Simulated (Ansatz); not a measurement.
# CH₇NOSi: one molecule under many settings, part 1 of 2

Aim: run CH₇NOSi under a spread of inputs, and see what each costs and gives.

Method: the settings change from run to run; program: Ansatz 0.2.0, Gaussian basis.

**1. The molecule**

The structure was relaxed beforehand with PBE0-D4 in a triple-zeta def2 set.

SMILES `NCO[SiH3]`, 11 atoms, charge 0, spin multiplicity 1.

Atoms are counted from 1 here; the program's logs count them from 0.

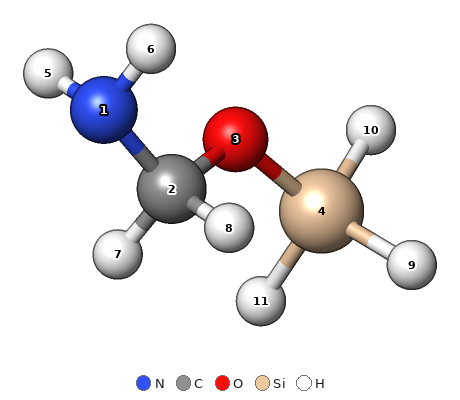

The structure; nitrogen blue, carbon grey, oxygen red, silicon light orange, hydrogen white; atoms are numbered from 1 in the order of the file.

**2. B2PLYP/STO-3G**

Set apart from the defaults: unrestricted orbitals, finite nuclei, high accuracy.

in.yaml

```yaml
crystal:
  periodic: [false, false, false]
  atoms:
    - {symbol: N, position_ang: [-1.796538, 1.099788, -0.223611]}
    - {symbol: C, position_ang: [-0.862140, 0.165416, 0.287346]}
    - {symbol: O, position_ang: [0.380620, 0.189302, -0.416064]}
    - {symbol: Si, position_ang: [1.648801, -0.785325, -0.039914]}
    - {symbol: H, position_ang: [-2.009751, 0.910716, -1.194332]}
    - {symbol: H, position_ang: [-1.443043, 2.045281, -0.155839]}
    - {symbol: H, position_ang: [-1.292583, -0.840115, 0.216606]}
    - {symbol: H, position_ang: [-0.678049, 0.390904, 1.344073]}
    - {symbol: H, position_ang: [2.106038, -0.554796, 1.359902]}
    - {symbol: H, position_ang: [2.735138, -0.455108, -0.990859]}
    - {symbol: H, position_ang: [1.277007, -2.223162, -0.166708]}
basis:
  gaussian: {orbitals: STO-3G, nuclear_model: gaussian}
magnetization: {spin_polarized: true, initial_magnetization: 0}
hamiltonian: {xc: {name: B2PLYP}}
accuracy: high
```

On the command line:

```bash
> ansatz run in.yaml --threads 2 --pin off --events-out ev --progress --plain --max-ram 4352MiB
```

The program printed:

```text
Functional definition: B2PLYP
  name "B2PLYP"
  cite "Grimme, J. Chem. Phys. 124, 034108 (2006) doi:10.1063/1.2148954"
  cite "Becke, Phys. Rev. A 38, 3098 (1988) doi:10.1103/PhysRevA.38.3098"
  cite "Lee, Yang & Parr, Phys. Rev. B 37, 785 (1988) doi:10.1103/PhysRevB.37.785"
  parameter a = 0.53
  parameter c = 0.27
  exchange = (1 - a)*b88_x + a*exact_x
  correlation = (1 - c)*lyp_c + c*(mp2_os + mp2_ss)
624 factors; integrals over basis functions are off by at most 3.2e-8 eV
mean field evaluation 1: about -12397.7092 eV, gradient 1.8e1 eV
mean field evaluation 2: about -12397.7639 eV, gradient 1.8e1 eV
mean field evaluation 4: about -12399.7283 eV, gradient 1.0e0 eV
mean field evaluation 8: about -12399.7344 eV, gradient 8.2e-3 eV
mean field evaluation 16: about -12399.7344 eV, gradient 9.7e-8 eV
mean field -12399.73444818 eV, -455.6818361288 hartree, gradient 1.5e-8 eV, S^2 0.000000; 0 other end points of the search recorded, 0 dependent functions left out
8 core orbitals not correlated: weight in the atoms' cores, before any rotation towards them, 1.000 or more for the frozen orbitals, at most 0.000 for the correlated occupied ones
reference -12399.73447089 eV, -455.6818369634 hartree; 13, 13 occupied and 10, 10 virtual orbitals, 624 factors
second order -5.97279704 eV of doubles, -0.00000000 eV of singles
Total energy: -12401.34712609 eV, -455.7411009489 hartree
```

Wall time 2.5 s (2 threads of Arm Neoverse V2, shared host).

⟨S²⟩ 0.000.

**3. B97M-V/def2-SVP**

Set apart from the defaults: density fitting with def2-universal-jkfit.

in.yaml: that of step 2 with these lines changed.

```diff
@@ -15,5 +15,4 @@
 basis:
-  gaussian: {orbitals: STO-3G, nuclear_model: gaussian}
-magnetization: {spin_polarized: true, initial_magnetization: 0}
-hamiltonian: {xc: {name: B2PLYP}}
-accuracy: high
+  gaussian: {orbitals: def2-SVP, fitting: {mean_field: def2-universal-jkfit}}
+hamiltonian: {xc: {name: B97M-V}}
+output: {forces: true}
```

Same command.

The program printed, cut to the lines that bear on the results:

```text
Functional definition: B97M-V
  name "B97M-V"
  cite "Mardirossian & Head-Gordon, J. Chem. Phys. 142, 074111 (2015) doi:10.1063/1.4907719"
  cite "Becke, J. Chem. Phys. 107, 8554 (1997) doi:10.1063/1.475007"
  cite "Vydrov & Van Voorhis, J. Chem. Phys. 133, 244103 (2010) doi:10.1063/1.3521275"
  # Of w^i u^j: cxij and so on, Table III.
[...]
  gx(w, u) = cx00 + cx01*u + cx02*u^2 + (cx10 + cx11*u)*w
  gss(w, u) = css00 + css02*u^2 + css10*w + (css32*w^3 + css42*w^4)*u^2
  gos(w, u) = cos00 + cos01*u + cos03*u^3 + cos10*w + cos32*w^3*u^2
[...]
      + integral(e_c_pw_mod_opposite_spin*gos(b97_w_opposite, b97_u_opposite)) + vv10(b, c)
483 factors; integrals over basis functions are off by at most 3.5e-1 eV
[...]
mean field -12556.99985163 eV, -461.4612331073 hartree, gradient 2.8e-5 eV, S^2 0.000000; 0 other end points of the search recorded, 0 dependent functions left out
[...]
Atom 1 at    -0.862140     0.165416     0.287346 Å, force    -0.107797     0.359356    -0.333495 eV/Å
Atom 2 at     0.380620     0.189302    -0.416064 Å, force    -0.448109     0.311183    -0.096635 eV/Å
Atom 3 at     1.648801    -0.785325    -0.039914 Å, force     0.350640    -0.203288     0.031347 eV/Å
Atom 4 at    -2.009751     0.910716    -1.194332 Å, force     0.069017     0.020099    -0.112032 eV/Å
Atom 5 at    -1.443043     2.045281    -0.155839 Å, force     0.091730     0.066205    -0.069682 eV/Å
Atom 6 at    -1.292583    -0.840115     0.216606 Å, force    -0.062916    -0.169429     0.024200 eV/Å
Atom 7 at    -0.678049     0.390904     1.344073 Å, force     0.022412     0.001807     0.180848 eV/Å
Atom 8 at     2.106038    -0.554796     1.359902 Å, force     0.059460     0.009585     0.115436 eV/Å
Atom 9 at     2.735138    -0.455108    -0.990859 Å, force     0.072229    -0.008842    -0.029605 eV/Å
Atom 10 at     1.277007    -2.223162    -0.166708 Å, force    -0.009588    -0.129241    -0.011594 eV/Å
Dipole moment:    -0.053302     0.051853    -0.027644 e Å
```

Wall time 5.5 s (2 threads of Arm Neoverse V2, shared host).

Largest force 0.554 eV/Å, dipole 0.38 D.

**4. wB97/x2c-TZVPPall**

This run has a grid of angular degree 23.

in.yaml: that of step 3 with these lines changed.

```diff
@@ -15,4 +15,4 @@
 basis:
-  gaussian: {orbitals: def2-SVP, fitting: {mean_field: def2-universal-jkfit}}
-hamiltonian: {xc: {name: B97M-V}}
+  gaussian: {orbitals: x2c-TZVPPall, final_grid: {core_spheres: 8, valence_spheres: 7, degree: 23}}
+hamiltonian: {xc: {name: wB97}}
 output: {forces: true}
```

Launched as before.

The program printed, cut to the lines that bear on the results:

```text
Functional definition: wB97
  name "wB97"
  cite "Chai & Head-Gordon, J. Chem. Phys. 128, 084106 (2008) doi:10.1063/1.2834918"
  cite "Becke, J. Chem. Phys. 107, 8554 (1997) doi:10.1063/1.475007"
[...]
  # The coefficients of nought are those of the uniform gas.
[...]
      + integral(e_c_pw_opposite_spin*poly(b97_u_opposite, 1, cos1, cos2, cos3, cos4))
1201 factors; their error is unknown
398 factors; integrals over basis functions are off by at most 2.9e-5 eV
[...]
mean field -12586.97859006 eV, -462.5629314243 hartree, gradient 3.2e-5 eV, S^2 0.000000; 0 other end points of the search recorded, 0 dependent functions left out
[...]
reference -12586.97857889 eV, -462.5629310137 hartree; 21, 21 occupied and 212, 212 virtual orbitals, 1201 factors
Total energy: -12586.97857889 eV, -462.5629310137 hartree
Relativity: scalar
[...]
Atom 1 at    -0.862140     0.165416     0.287346 Å, force     0.046857    -0.178785     0.169513 eV/Å
Atom 2 at     0.380620     0.189302    -0.416064 Å, force     0.011514     0.056471    -0.068107 eV/Å
Atom 3 at     1.648801    -0.785325    -0.039914 Å, force     0.186382    -0.102107     0.010155 eV/Å
Atom 4 at    -2.009751     0.910716    -1.194332 Å, force     0.010055     0.011595     0.046822 eV/Å
Atom 5 at    -1.443043     2.045281    -0.155839 Å, force    -0.018640    -0.045240    -0.005205 eV/Å
Atom 6 at    -1.292583    -0.840115     0.216606 Å, force     0.010952    -0.020314    -0.011383 eV/Å
Atom 7 at    -0.678049     0.390904     1.344073 Å, force     0.022938     0.004070     0.010665 eV/Å
Atom 8 at     2.106038    -0.554796     1.359902 Å, force    -0.045315    -0.009669    -0.084373 eV/Å
Atom 9 at     2.735138    -0.455108    -0.990859 Å, force    -0.071046    -0.029809     0.071181 eV/Å
Atom 10 at     1.277007    -2.223162    -0.166708 Å, force     0.006759     0.095398     0.011743 eV/Å
Dipole moment:     0.004082     0.012911    -0.016354 e Å
```

Run time: 3.4 s. Hardware: 2 threads of Arm Neoverse V2, shared host.

Largest force 0.310 eV/Å, dipole 0.10 D.

**5. SVWN5/aug-pcseg-2**

in.yaml: that of step 4 with these lines changed.

```diff
@@ -15,4 +15,4 @@
 basis:
-  gaussian: {orbitals: x2c-TZVPPall, final_grid: {core_spheres: 8, valence_spheres: 7, degree: 23}}
-hamiltonian: {xc: {name: wB97}}
+  gaussian: {orbitals: aug-pcseg-2}
+hamiltonian: {xc: {name: SVWN5}}
 output: {forces: true}
```

Same command.

The program printed, cut to the lines that bear on the results:

```text
Functional definition: SVWN5
  name "SVWN5"
  cite "Dirac, Proc. Camb. Phil. Soc. 26, 376 (1930) doi:10.1017/S0305004100016108"
  cite "Slater, Phys. Rev. 81, 385 (1951) doi:10.1103/PhysRev.81.385"
  cite "Vosko, Wilk & Nusair, Can. J. Phys. 58, 1200 (1980) doi:10.1139/p80-159"
[...]
1348 factors; their error is unknown
[...]
mean field -12499.76966383 eV, -459.3580624977 hartree, gradient 7.9e-6 eV, S^2 0.000000; 0 other end points of the search recorded, 0 dependent functions left out
[...]
reference -12499.76973064 eV, -459.3580649527 hartree; 21, 21 occupied and 328, 328 virtual orbitals, 1348 factors
Total energy: -12499.76973064 eV, -459.3580649527 hartree
Atom 0 at    -1.796538     1.099788    -0.223611 Å, force     0.265619    -0.504568     0.406135 eV/Å
Atom 1 at    -0.862140     0.165416     0.287346 Å, force    -0.050409     0.392163    -0.400553 eV/Å
Atom 2 at     0.380620     0.189302    -0.416064 Å, force    -0.079940     0.037856     0.002088 eV/Å
Atom 3 at     1.648801    -0.785325    -0.039914 Å, force    -0.129476     0.077983    -0.015016 eV/Å
Atom 4 at    -2.009751     0.910716    -1.194332 Å, force    -0.154961    -0.104824    -0.419402 eV/Å
Atom 5 at    -1.443043     2.045281    -0.155839 Å, force     0.115783     0.437764     0.077299 eV/Å
Atom 6 at    -1.292583    -0.840115     0.216606 Å, force    -0.117302    -0.317461    -0.020763 eV/Å
Atom 7 at    -0.678049     0.390904     1.344073 Å, force     0.071584     0.060994     0.325733 eV/Å
Atom 8 at     2.106038    -0.554796     1.359902 Å, force     0.038072     0.031858     0.163052 eV/Å
Atom 9 at     2.735138    -0.455108    -0.990859 Å, force     0.098287     0.048218    -0.106104 eV/Å
Atom 10 at     1.277007    -2.223162    -0.166708 Å, force    -0.057257    -0.159983    -0.012469 eV/Å
Dipole moment:    -0.014400     0.028323    -0.023116 e Å
```

Run time: 4.7 s. Hardware: 2 threads of Arm Neoverse V2, shared host; peak memory 0.51 GiB.

Largest force 0.700 eV/Å, dipole 0.19 D.

**6. B2PLYP/x2c-TZVPPall**

Options: multiplicity 3, high accuracy.

in.yaml: that of step 5 with these lines changed.

```diff
@@ -15,4 +15,6 @@
 basis:
-  gaussian: {orbitals: aug-pcseg-2}
-hamiltonian: {xc: {name: SVWN5}}
+  gaussian: {orbitals: x2c-TZVPPall}
+magnetization: {spin_polarized: true, initial_magnetization: 2}
+hamiltonian: {xc: {name: B2PLYP}}
+accuracy: high
 output: {forces: true}
```

Same command.

The program printed, cut to the lines that bear on the results:

```text
Functional definition: B2PLYP
  name "B2PLYP"
  cite "Grimme, J. Chem. Phys. 124, 034108 (2006) doi:10.1063/1.2148954"
  cite "Becke, Phys. Rev. A 38, 3098 (1988) doi:10.1103/PhysRevA.38.3098"
  cite "Lee, Yang & Parr, Phys. Rev. B 37, 785 (1988) doi:10.1103/PhysRevB.37.785"
[...]
4192 factors; integrals over basis functions are off by at most 3.1e-8 eV
[...]
mean field -12567.60051778 eV, -461.8508004028 hartree, gradient 2.9e-8 eV, S^2 2.005130; 8 other end points of the search recorded, 0 dependent functions left out
8 core orbitals not correlated: weight in the atoms' cores, before any rotation towards them, 1.000 or more for the frozen orbitals, at most 0.000 for the correlated occupied ones
reference -12567.60054748 eV, -461.8508014941 hartree; 14, 12 occupied and 211, 213 virtual orbitals, 4192 factors
second order -23.62796114 eV of doubles, -0.00000000 eV of singles
[...]
Atom 1 at    -0.862140     0.165416     0.287346 Å, force     1.235333    -2.775248     2.357139 eV/Å
Atom 2 at     0.380620     0.189302    -0.416064 Å, force    -1.596139     1.097091    -0.330047 eV/Å
Atom 3 at     1.648801    -0.785325    -0.039914 Å, force     0.769963    -0.592149     0.230082 eV/Å
Atom 4 at    -2.009751     0.910716    -1.194332 Å, force    -1.874951    -0.860872    -2.166937 eV/Å
Atom 5 at    -1.443043     2.045281    -0.155839 Å, force    -0.065373     2.760836     1.148617 eV/Å
Atom 6 at    -1.292583    -0.840115     0.216606 Å, force    -0.090856     0.260563    -0.108987 eV/Å
Atom 7 at    -0.678049     0.390904     1.344073 Å, force    -0.146679     0.150101    -0.210106 eV/Å
Atom 8 at     2.106038    -0.554796     1.359902 Å, force    -0.143998     0.016494    -0.203680 eV/Å
Atom 9 at     2.735138    -0.455108    -0.990859 Å, force    -0.247508     0.021869     0.110445 eV/Å
Atom 10 at     1.277007    -2.223162    -0.166708 Å, force    -0.029227     0.248351     0.008236 eV/Å
Dipole moment:     0.064460    -0.409888     0.412969 e Å
```

Wall time 2.7 min (2 threads of Arm Neoverse V2, shared host); peak memory 1.9 GiB.

Largest force 3.845 eV/Å, dipole 2.81 D, ⟨S²⟩ 2.005.

(Continued in part 2 of 2.)
